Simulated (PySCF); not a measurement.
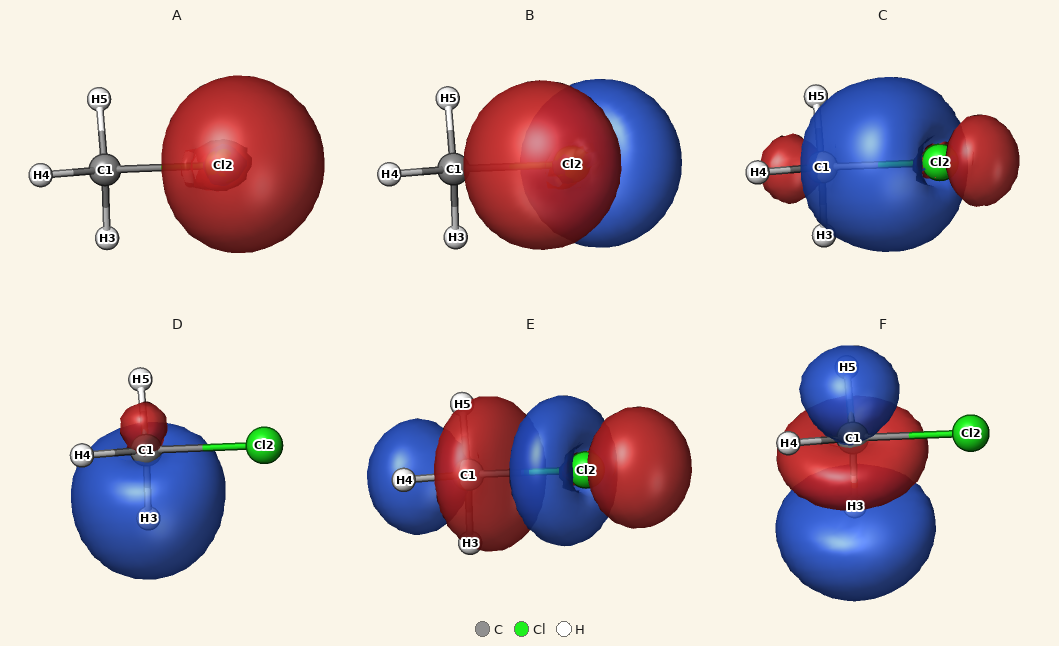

CH$_{3}$Cl, SMILES `CCl`. Intrinsic bond orbitals (IBO), occupied and valence-virtual; each surface holds about 85 % of the orbital's density. Energies are diagonal elements of the Fock matrix.

Method: HF/def2-SVPD; geometry: GFN2-xTB; program: PySCF. No frequency check shows the geometry to be a minimum. GFN2-xTB bond lengths at metals and heavier atoms can be off by up to 0.1 Å and shapes distorted, which carries into these values.

### Name the orbitals, with their atomic make-up and energies.

By panel:
- A: lone pair on Cl2 (s-type) (Cl2 100 %; −24.9 eV)
- B: lone pair on Cl2 (p-type) (Cl2 99 %; −12.4 eV)
- C: σ bond Cl2–C1 (Cl2 58 %, C1 42 %; −20.8 eV)
- D: σ bond C1–H3 (C1 58 %, H3 42 %; −19.2 eV)
- E: σ* orbital C1–Cl2 (C1 58 %, Cl2 42 %; 8.3 eV)
- F: σ* orbital H3–C1 (H3 57 %, C1 42 %; 14.8 eV)

### Which has the smallest and which the largest spatial spread?

Smallest: D (0.81 Å); largest: E (1.25 Å).

### How do all the valence pairs divide up?

7 pairs: 4 σ bonds and 3 lone pairs.
